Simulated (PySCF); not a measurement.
# C2H5BrSi: electronic excitations at several levels of theory, part 1 of 2

How much do the electronic excitations of C2H5BrSi (`Br[SiH]1CC1`) depend on the level of theory, and what does each level cost?

Computed with PySCF 2.14.0, with density-fitted response routines of our own, on a single molecule in the gas phase. Atoms count from 0, in the outputs and in this text.

## 1. The starting structure

9 atoms, charge 0, multiplicity 1; geometry from: GFN2-xTB. The atoms were then displaced at random by about 0.01 Å, so the start is not that level's minimum.

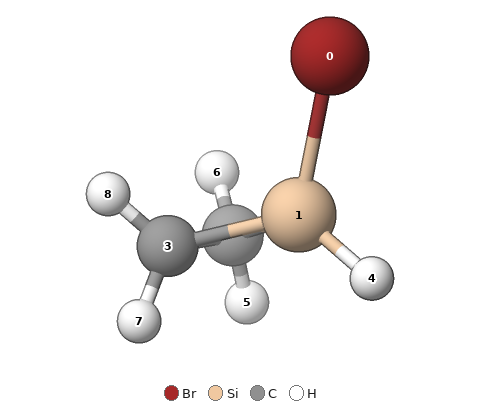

The starting geometry (bromine red, silicon light orange, carbon grey, hydrogen white), atoms numbered.

## 2. Optimising the geometry at PBE0-D3(BJ)/def2-SVP

What the job is given:

```
{"job": {"xc": "PBE0", "basis": "def2-SVP", "d3": "d3bj", "grid": 1, "shake": 0.01, "kind": "geom"}, "charge": 0, "multiplicity": 1}
Br     2.676410    -0.087390    -1.014550
Si     0.986740     0.010450     0.448890
C     -0.637770    -0.776280    -0.098740
C     -0.576720     0.775260    -0.157120
H      1.509500     0.063440     1.782720
H     -1.288100    -1.204720     0.637900
H     -0.677630    -1.286140    -1.041070
H     -1.258420     1.277990     0.532060
H     -0.676200     1.210240    -1.123810
```

On the command line:

```console
$ OMP_NUM_THREADS=1 python probes_run.py task.json out
```

This one command runs all jobs of the session in turn.

The program printed:

```text
step   0  E = -2941.90187915  max force = 0.031369
step   1  E = -2941.90393760  max force = 0.014187
step   2  E = -2941.90551801  max force = 0.003770
step   3  E = -2941.90577777  max force = 0.002106
step   4  E = -2941.90586763  max force = 0.001349
step   5  E = -2941.90589680  max force = 0.001208
step   6  E = -2941.90591998  max force = 0.000928
step   7  E = -2941.90593473  max force = 0.000725
step   8  E = -2941.90594386  max force = 0.000553
step   9  E = -2941.90594627  max force = 0.000519
optimisation converged
```

Run time: 69 s. Hardware: 1 thread of Arm Neoverse N1, shared host; peak memory 0.42 GiB.

Relaxation path:

| step | energy from step 0 (eV) | largest force component (eV/Å) |
| --- | --- | --- |
| 0 | 0.0000 | 1.6131 |
| 1 | -0.0560 | 0.7295 |
| 2 | -0.0990 | 0.1939 |
| 3 | -0.1061 | 0.1083 |
| 4 | -0.1085 | 0.0694 |
| 5 | -0.1093 | 0.0621 |
| 6 | -0.1100 | 0.0477 |
| 7 | -0.1104 | 0.0373 |
| 8 | -0.1106 | 0.0284 |
| 9 | -0.1107 | 0.0267 |

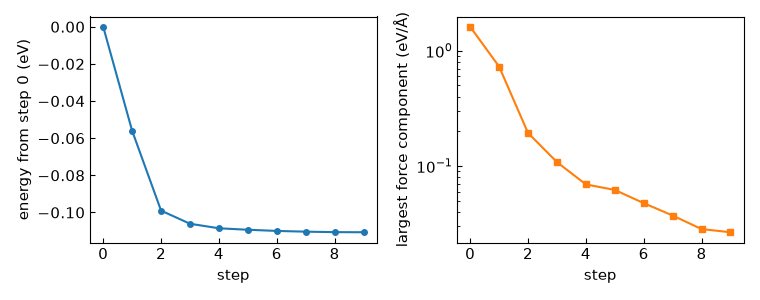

Energy and largest force along the relaxation.

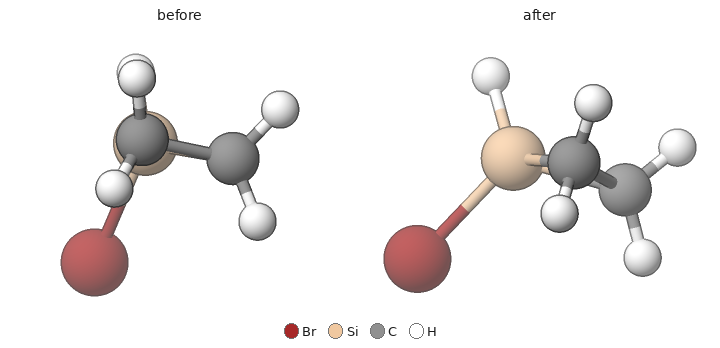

The geometry before (left) and after (right).

Close pairs (by a distance rule), those that changed most:

| bond | before (Å) | after (Å) | change (Å) |
| --- | --- | --- | --- |
| Si1–H4 | 1.434 | 1.480 | +0.046 |
| Si1–C2 | 1.886 | 1.846 | -0.041 |
| C3–H8 | 1.065 | 1.096 | +0.031 |
| C2–H5 | 1.072 | 1.096 | +0.024 |
| Br0–Si1 | 2.237 | 2.213 | -0.024 |
| C2–H6 | 1.072 | 1.096 | +0.023 |
| C3–H7 | 1.092 | 1.096 | +0.004 |
| Si1–C3 | 1.843 | 1.846 | +0.003 |

The next job starts from the end point, and lists it.

| at the end point | value |
| --- | --- |
| point group (found at 0.08 Å tolerance) | Cs |
| rotational constants (GHz, main isotopes) | 11.232, 1.684, 1.667 |
| dipole moment (D) | 1.34 |

## 3. Ultraviolet spectrum: B3LYP/def2-SVPD

What the job is given:

```
{"job": {"kind": "uv", "xc": "B3LYP", "basis": "def2-SVPD", "ip": true}, "charge": 0, "multiplicity": 1}
Br     2.284679     1.363609    -1.080703
Si     0.815362     0.563618     0.368631
C     -0.089358    -0.992560    -0.038950
C     -0.930770     0.306362    -0.171403
H      1.162681     0.932411     1.759167
H     -0.368764    -1.683835     0.764424
H      0.145662    -1.512024    -0.974571
H     -1.745368     0.445130     0.548838
H     -1.219646     0.593526    -1.188601
```

Method: TDDFT B3LYP/def2-SVPD, vertical, gas phase, core orbitals frozen in the response.

The program printed:

```text
coarse grid: 36464 points
cycle   1  E = -2942.4175158589  dE = -7.292e-01  |g| = 4.341e-01  |ddm| = 3.836e+00
cycle   2  E = -2942.3419697436  dE =  7.555e-02  |g| = 6.517e-01  |ddm| = 1.298e+00
cycle   3  E = -2942.4680550852  dE = -1.261e-01  |g| = 5.637e-02  |ddm| = 8.137e-01
cycle   4  E = -2942.4690061293  dE = -9.510e-04  |g| = 1.945e-02  |ddm| = 1.233e-01
cycle   5  E = -2942.4691091555  dE = -1.030e-04  |g| = 7.669e-03  |ddm| = 3.663e-02
cycle   6  E = -2942.4691210072  dE = -1.185e-05  |g| = 8.718e-04  |ddm| = 1.078e-02
cycle   7  E = -2942.4691212242  dE = -2.170e-07  |g| = 2.198e-04  |ddm| = 1.534e-03
final grid: 74280 points
cycle   8  E = -2942.4690484604  dE = -4.515e-08  |g| = 2.447e-04  |ddm| = 4.392e-03
cycle   9  E = -2942.4690484490  dE =  1.148e-08  |g| = 3.043e-04  |ddm| = 8.854e-04
cycle  10  E = -2942.4690484795  dE = -3.058e-08  |g| = 3.624e-05  |ddm| = 4.851e-04
cycle  11  E = -2942.4690484798  dE = -2.738e-10  |g| = 6.015e-06  |ddm| = 4.212e-05
converged SCF energy = -2942.4690484798

Static polarisability (au): isotropic 72.444, principal 61.242 65.941 90.150

Singlet excitations
state   eV       nm        f      main configurations
  1   5.2656    235.5   0.00191   H->L 0.99
  2   6.2519    198.3   0.07223   H->L+1 0.75, H-1->L 0.22
  3   6.3232    196.1   0.00673   H->L+2 0.96
  4   6.5042    190.6   0.00377   H->L+3 0.95
  5   6.5976    187.9   0.11635   H-1->L 0.74, H->L+1 0.18
  6   6.8920    179.9   0.00028   H->L+4 0.93
  7   7.1597    173.2   0.00368   H-1->L+1 0.51, H-2->L 0.47
  8   7.2067    172.0   0.00497   H-2->L 0.50, H-1->L+1 0.45
  9   7.3501    168.7   0.00159   H->L+5 0.61, H-3->L 0.34
 10   7.4722    165.9   0.04936   H-3->L 0.53, H->L+5 0.25, H-1->L+2 0.12

Triplet excitations (Tamm-Dancoff, eV): 4.7924 5.1894 6.0828 6.1186
Vertical ionisation energy (delta-SCF) = 9.0260 eV
```

Wall time 42 s (1 thread of Arm Neoverse N1, shared host); peak memory 0.71 GiB.

The orbitals next to the gap, with their largest atomic shares:

| orbital | eV | atoms |
| --- | --- | --- |
| HOMO−3 | -8.97 | Br0 38 %, C2 21 %, C3 21 % |
| HOMO−2 | -8.82 | Br0 74 %, Si1 15 % |
| HOMO−1 | -8.11 | Br0 55 %, C2 13 %, C3 13 % |
| HOMO | -6.82 | Si1 24 %, C3 23 %, C2 23 % |
| LUMO | -0.54 | Br0 44 %, Si1 27 %, H4 11 % |
| LUMO+1 | 0.09 | Si1 35 %, Br0 19 %, H4 14 % |
| LUMO+2 | 0.45 | Si1 30 %, Br0 17 %, C2 12 % |

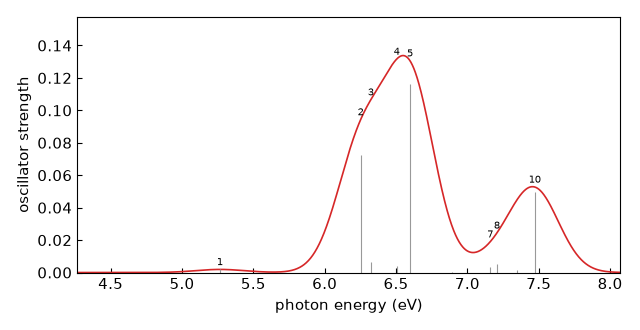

Absorption spectrum from the 10 singlet states computed; above the last one it falls off for lack of states. Lines are broadened to a width of 0.40 eV (Gaussian).

Further results of this job:

| property | computed |
| --- | --- |
| dipole moment (D) | 1.34 |
| polarisability (Å³) | 10.74 |
| HOMO–LUMO gap (eV) | 6.29 |
| −ε(HOMO) (eV) | 6.82 |

## 4. TDDFT and polarisability: PBE0/def2-SVPD

Settings changed since step 3:

```diff
@@ -1,2 +1,2 @@
-{"job": {"kind": "uv", "xc": "B3LYP", "basis": "def2-SVPD", "ip": true}, "charge": 0, "multiplicity": 1}
+{"job": {"kind": "uv", "xc": "PBE0", "basis": "def2-SVPD", "ip": true}, "charge": 0, "multiplicity": 1}
 Br     2.284679     1.363609    -1.080703
```

Method: TDDFT PBE0/def2-SVPD, vertical, gas phase, core orbitals frozen in the response.

The program printed:

```text
coarse grid: 36464 points
cycle   1  E = -2941.8697327847  dE = -7.276e-01  |g| = 3.718e-01  |ddm| = 3.729e+00
cycle   2  E = -2941.8319926300  dE =  3.774e-02  |g| = 5.066e-01  |ddm| = 1.110e+00
cycle   3  E = -2941.9077247044  dE = -7.573e-02  |g| = 4.288e-02  |ddm| = 6.535e-01
cycle   4  E = -2941.9082660956  dE = -5.414e-04  |g| = 1.404e-02  |ddm| = 9.379e-02
cycle   5  E = -2941.9083203607  dE = -5.427e-05  |g| = 5.937e-03  |ddm| = 2.738e-02
cycle   6  E = -2941.9083273733  dE = -7.013e-06  |g| = 5.694e-04  |ddm| = 8.137e-03
final grid: 74280 points
cycle   7  E = -2941.9082665078  dE = -6.044e-08  |g| = 5.405e-04  |ddm| = 4.635e-03
cycle   8  E = -2941.9082664895  dE =  1.829e-08  |g| = 5.917e-04  |ddm| = 1.541e-03
cycle   9  E = -2941.9082665917  dE = -1.022e-07  |g| = 8.224e-05  |ddm| = 8.052e-04
cycle  10  E = -2941.9082665935  dE = -1.795e-09  |g| = 9.084e-06  |ddm| = 1.120e-04
cycle  11  E = -2941.9082665936  dE = -3.138e-11  |g| = 3.834e-06  |ddm| = 1.872e-05
converged SCF energy = -2941.9082665936

Static polarisability (au): isotropic 71.700, principal 60.719 65.220 89.162

Singlet excitations
state   eV       nm        f      main configurations
  1   5.4076    229.3   0.00153   H->L 0.98
  2   6.4060    193.5   0.08909   H->L+1 0.78, H-1->L 0.19
  3   6.5414    189.5   0.00625   H->L+2 0.94
  4   6.6813    185.6   0.00407   H->L+3 0.94
  5   6.7591    183.4   0.11435   H-1->L 0.76, H->L+1 0.17
  6   7.0927    174.8   0.00045   H->L+4 0.89
  7   7.3371    169.0   0.00275   H-1->L+1 0.57, H-2->L 0.39
  8   7.4045    167.4   0.00573   H-2->L 0.56, H-1->L+1 0.37
  9   7.5738    163.7   0.00148   H->L+5 0.66, H-3->L 0.28
 10   7.6783    161.5   0.04956   H-3->L 0.60, H->L+5 0.21

Triplet excitations (Tamm-Dancoff, eV): 4.8686 5.1899 6.1854 6.2138
Vertical ionisation energy (delta-SCF) = 9.0395 eV
```

It took 42 s on 1 thread of Arm Neoverse N1, shared host; peak memory 0.71 GiB.

Key values: HOMO -7.03 eV, LUMO -0.29 eV; lowest singlet 5.41 eV.

## 5. TDDFT and polarisability: BHandHLYP/def2-SVPD

Settings changed since step 4:

```diff
@@ -1,2 +1,2 @@
-{"job": {"kind": "uv", "xc": "PBE0", "basis": "def2-SVPD", "ip": true}, "charge": 0, "multiplicity": 1}
+{"job": {"kind": "uv", "xc": "BHandHLYP", "basis": "def2-SVPD", "ip": true}, "charge": 0, "multiplicity": 1}
 Br     2.284679     1.363609    -1.080703
```

Level: TDDFT BHandHLYP/def2-SVPD, vertical, gas phase, core orbitals frozen in the response.

The program printed:

```text
coarse grid: 36464 points
cycle   1  E = -2942.3265322299  dE = -6.578e-01  |g| = 3.087e-01  |ddm| = 3.622e+00
cycle   2  E = -2942.3356451224  dE = -9.113e-03  |g| = 2.658e-01  |ddm| = 8.578e-01
cycle   3  E = -2942.3562511096  dE = -2.061e-02  |g| = 3.820e-02  |ddm| = 3.856e-01
cycle   4  E = -2942.3566492104  dE = -3.981e-04  |g| = 1.136e-02  |ddm| = 6.966e-02
cycle   5  E = -2942.3566888177  dE = -3.961e-05  |g| = 4.590e-03  |ddm| = 2.126e-02
cycle   6  E = -2942.3566935100  dE = -4.692e-06  |g| = 3.015e-04  |ddm| = 6.138e-03
final grid: 74280 points
cycle   7  E = -2942.3566452398  dE = -5.295e-08  |g| = 1.650e-04  |ddm| = 2.286e-03
cycle   8  E = -2942.3566452428  dE = -2.931e-09  |g| = 1.343e-04  |ddm| = 3.867e-04
cycle   9  E = -2942.3566452462  dE = -3.435e-09  |g| = 1.852e-05  |ddm| = 1.516e-04
cycle  10  E = -2942.3566452463  dE = -1.464e-10  |g| = 7.960e-06  |ddm| = 3.869e-05
converged SCF energy = -2942.3566452463

Static polarisability (au): isotropic 69.938, principal 59.297 63.797 86.720

Singlet excitations
state   eV       nm        f      main configurations
  1   5.8075    213.5   0.00217   H->L 0.89
  2   6.7568    183.5   0.13725   H->L+1 0.87, H-1->L 0.09
  3   6.8223    181.7   0.00823   H->L+2 0.80, H->L+3 0.10
  4   7.0185    176.7   0.00323   H->L+3 0.69, H->L+8 0.15
  5   7.1272    174.0   0.10127   H-1->L 0.77, H->L+1 0.09
  6   7.4329    166.8   0.00025   H->L+4 0.67, H->L+6 0.13
  7   7.7181    160.6   0.00780   H-2->L 0.56, H-1->L+1 0.31
  8   7.8324    158.3   0.00034   H-1->L+1 0.48, H-2->L 0.28
  9   7.9302    156.3   0.00919   H->L+5 0.66, H->L+7 0.19
 10   8.1567    152.0   0.04657   H-3->L 0.71, H-1->L+2 0.10

Triplet excitations (Tamm-Dancoff, eV): 5.2486 5.4434 6.4904 6.5842
Vertical ionisation energy (delta-SCF) = 9.0738 eV
```

Run time: 44 s. Hardware: 1 thread of Arm Neoverse N1, shared host; peak memory 0.71 GiB.

Key values: HOMO -8.06 eV, LUMO 0.56 eV; lowest singlet 5.81 eV.

## 6. Ultraviolet spectrum: CAM-B3LYP/def2-SVPD

Settings changed since step 5:

```diff
@@ -1,2 +1,2 @@
-{"job": {"kind": "uv", "xc": "BHandHLYP", "basis": "def2-SVPD", "ip": true}, "charge": 0, "multiplicity": 1}
+{"job": {"kind": "uv", "xc": "CAM-B3LYP", "basis": "def2-SVPD", "ip": true}, "charge": 0, "multiplicity": 1}
 Br     2.284679     1.363609    -1.080703
```

Method: TDDFT CAM-B3LYP/def2-SVPD, vertical, gas phase, core orbitals frozen in the response.

The program printed:

```text
coarse grid: 36464 points
cycle   1  E = -2942.4650430159  dE = -6.606e-01  |g| = 3.409e-01  |ddm| = 3.706e+00
cycle   2  E = -2942.4701814243  dE = -5.138e-03  |g| = 3.156e-01  |ddm| = 8.874e-01
cycle   3  E = -2942.4981367233  dE = -2.796e-02  |g| = 3.952e-02  |ddm| = 4.301e-01
cycle   4  E = -2942.4985331190  dE = -3.964e-04  |g| = 1.195e-02  |ddm| = 6.479e-02
cycle   5  E = -2942.4985752609  dE = -4.214e-05  |g| = 4.987e-03  |ddm| = 2.278e-02
cycle   6  E = -2942.4985813198  dE = -6.059e-06  |g| = 5.418e-04  |ddm| = 7.367e-03
final grid: 74280 points
cycle   7  E = -2942.4985098273  dE = -1.023e-07  |g| = 4.263e-04  |ddm| = 2.373e-03
cycle   8  E = -2942.4985098347  dE = -7.445e-09  |g| = 3.991e-04  |ddm| = 8.654e-04
cycle   9  E = -2942.4985098597  dE = -2.503e-08  |g| = 2.942e-05  |ddm| = 4.064e-04
cycle  10  E = -2942.4985098602  dE = -4.461e-10  |g| = 1.945e-05  |ddm| = 6.918e-05
converged SCF energy = -2942.4985098602

Static polarisability (au): isotropic 71.106, principal 60.238 64.938 88.142

Singlet excitations
state   eV       nm        f      main configurations
  1   5.6134    220.9   0.00212   H->L 0.90
  2   6.5925    188.1   0.09732   H->L+1 0.78, H-1->L 0.18
  3   6.6744    185.8   0.00766   H->L+2 0.79, H->L+3 0.09
  4   6.8799    180.2   0.00322   H->L+3 0.70, H->L+8 0.15
  5   6.8992    179.7   0.12018   H-1->L 0.70, H->L+1 0.17
  6   7.2761    170.4   0.00002   H->L+4 0.63, H->L+6 0.17
  7   7.5011    165.3   0.00690   H-2->L 0.65, H-1->L+1 0.24
  8   7.6200    162.7   0.00100   H-1->L+1 0.59, H-2->L 0.21
  9   7.7558    159.9   0.00429   H->L+5 0.62, H->L+7 0.20
 10   7.8910    157.1   0.04250   H-3->L 0.70, H-1->L+2 0.11

Triplet excitations (Tamm-Dancoff, eV): 5.0971 5.3766 6.3609 6.3995
Vertical ionisation energy (delta-SCF) = 9.1581 eV
```

Wall time 52 s (1 thread of Arm Neoverse N1, shared host); peak memory 0.73 GiB.

This run: HOMO -8.33 eV, LUMO 0.65 eV; lowest singlet 5.61 eV.

## 7. Ultraviolet spectrum: wB97X-D/def2-SVPD

Settings changed since step 6:

```diff
@@ -1,2 +1,2 @@
-{"job": {"kind": "uv", "xc": "CAM-B3LYP", "basis": "def2-SVPD", "ip": true}, "charge": 0, "multiplicity": 1}
+{"job": {"kind": "uv", "xc": "wB97X-D", "basis": "def2-SVPD", "ip": true}, "charge": 0, "multiplicity": 1}
 Br     2.284679     1.363609    -1.080703
```

Method: TDDFT wB97X-D/def2-SVPD, vertical, gas phase, core orbitals frozen in the response.

The program printed:

```text
coarse grid: 36464 points
cycle   1  E = -2942.4213442334  dE = -6.553e-01  |g| = 3.128e-01  |ddm| = 3.635e+00
cycle   2  E = -2942.4340496773  dE = -1.271e-02  |g| = 2.491e-01  |ddm| = 8.279e-01
cycle   3  E = -2942.4514686743  dE = -1.742e-02  |g| = 3.196e-02  |ddm| = 3.610e-01
cycle   4  E = -2942.4517511300  dE = -2.825e-04  |g| = 1.040e-02  |ddm| = 6.232e-02
cycle   5  E = -2942.4517858542  dE = -3.472e-05  |g| = 3.531e-03  |ddm| = 2.086e-02
cycle   6  E = -2942.4517894187  dE = -3.565e-06  |g| = 7.054e-04  |ddm| = 6.411e-03
final grid: 74280 points
cycle   7  E = -2942.4515082494  dE = -9.277e-07  |g| = 4.436e-04  |ddm| = 5.923e-03
cycle   8  E = -2942.4515083037  dE = -5.432e-08  |g| = 3.684e-04  |ddm| = 1.271e-03
cycle   9  E = -2942.4515083383  dE = -3.452e-08  |g| = 5.925e-05  |ddm| = 4.627e-04
cycle  10  E = -2942.4515083415  dE = -3.278e-09  |g| = 2.027e-05  |ddm| = 2.225e-04
cycle  11  E = -2942.4515083418  dE = -2.783e-10  |g| = 7.838e-06  |ddm| = 6.656e-05
converged SCF energy = -2942.4515083418

Static polarisability (au): isotropic 71.108, principal 60.462 64.791 88.070

Singlet excitations
state   eV       nm        f      main configurations
  1   5.6754    218.5   0.00159   H->L 0.90
  2   6.6442    186.6   0.10286   H->L+1 0.77, H-1->L 0.19
  3   6.9313    178.9   0.00617   H->L+2 0.74, H->L+4 0.14
  4   6.9726    177.8   0.12767   H-1->L 0.70, H->L+1 0.18
  5   7.0304    176.4   0.00369   H->L+3 0.69, H->L+7 0.20
  6   7.4537    166.3   0.00052   H->L+4 0.38, H->L+6 0.30, H-1->L+1 0.14
  7   7.5721    163.7   0.00551   H-2->L 0.58, H-1->L+1 0.29
  8   7.7106    160.8   0.00380   H-1->L+1 0.47, H-2->L 0.29
  9   7.9353    156.2   0.02776   H-3->L 0.66, H->L+5 0.13
 10   7.9975    155.0   0.02841   H->L+5 0.47, H->L+8 0.17, H-3->L 0.12

Triplet excitations (Tamm-Dancoff, eV): 5.1878 5.4676 6.4520 6.5412
Vertical ionisation energy (delta-SCF) = 9.1360 eV
```

Wall time 50 s (1 thread of Arm Neoverse N1, shared host); peak memory 0.72 GiB.

This run: HOMO -8.87 eV, LUMO 1.39 eV; lowest singlet 5.68 eV.

## 8. TDDFT and polarisability: LC-wPBE/def2-SVPD

Settings changed since step 7:

```diff
@@ -1,2 +1,2 @@
-{"job": {"kind": "uv", "xc": "wB97X-D", "basis": "def2-SVPD", "ip": true}, "charge": 0, "multiplicity": 1}
+{"job": {"kind": "uv", "xc": "LC-wPBE", "basis": "def2-SVPD", "ip": true}, "charge": 0, "multiplicity": 1}
 Br     2.284679     1.363609    -1.080703
```

Level: TDDFT LC-wPBE/def2-SVPD, vertical, gas phase, core orbitals frozen in the response.

The program printed:

```text
coarse grid: 36464 points
cycle   1  E = -2941.8956232831  dE = -6.025e-01  |g| = 3.103e-01  |ddm| = 3.624e+00
cycle   2  E = -2941.9180244468  dE = -2.240e-02  |g| = 1.687e-01  |ddm| = 7.042e-01
cycle   3  E = -2941.9258341395  dE = -7.810e-03  |g| = 3.407e-02  |ddm| = 2.811e-01
cycle   4  E = -2941.9262182618  dE = -3.841e-04  |g| = 1.202e-02  |ddm| = 7.023e-02
cycle   5  E = -2941.9262591412  dE = -4.088e-05  |g| = 2.281e-03  |ddm| = 2.117e-02
cycle   6  E = -2941.9262614792  dE = -2.338e-06  |g| = 7.822e-04  |ddm| = 6.203e-03
final grid: 74280 points
cycle   7  E = -2941.9261860525  dE = -2.830e-07  |g| = 7.068e-04  |ddm| = 3.867e-03
cycle   8  E = -2941.9261861219  dE = -6.941e-08  |g| = 5.799e-04  |ddm| = 1.441e-03
cycle   9  E = -2941.9261862007  dE = -7.883e-08  |g| = 5.131e-05  |ddm| = 6.372e-04
cycle  10  E = -2941.9261862037  dE = -2.960e-09  |g| = 2.375e-05  |ddm| = 1.878e-04
cycle  11  E = -2941.9261862040  dE = -3.142e-10  |g| = 2.496e-06  |ddm| = 6.543e-05
converged SCF energy = -2941.9261862040

Static polarisability (au): isotropic 69.271, principal 58.868 63.309 85.635

Singlet excitations
state   eV       nm        f      main configurations
  1   5.9939    206.9   0.00172   H->L 0.71, H->L+4 0.09, H->L+2 0.08
  2   7.0151    176.7   0.11927   H->L+1 0.69, H-1->L 0.17
  3   7.2752    170.4   0.13782   H-1->L 0.56, H->L+1 0.19
  4   7.3051    169.7   0.00265   H->L+2 0.61, H->L+7 0.10, H->L+4 0.10
  5   7.3533    168.6   0.00919   H->L+3 0.48, H->L+7 0.19
  6   7.8600    157.7   0.00097   H->L+6 0.47, H-1->L+1 0.21, H->L+2 0.10
  7   7.9256    156.4   0.00473   H-2->L 0.56, H-1->L+1 0.10, H->L+4 0.09
  8   8.1609    151.9   0.00109   H-1->L+1 0.44, H-2->L 0.14, H->L+6 0.12
  9   8.3632    148.2   0.00976   H->L+5 0.40, H->L+8 0.34
 10   8.3790    148.0   0.04882   H-3->L 0.57

Triplet excitations (Tamm-Dancoff, eV): 5.3718 5.5234 6.6563 6.6701
Vertical ionisation energy (delta-SCF) = 9.2993 eV
```

Wall time 59 s (1 thread of Arm Neoverse N1, shared host); peak memory 0.65 GiB.

In short: HOMO -9.66 eV, LUMO 1.72 eV; lowest singlet 5.99 eV.

(Continued in part 2 of 2.)
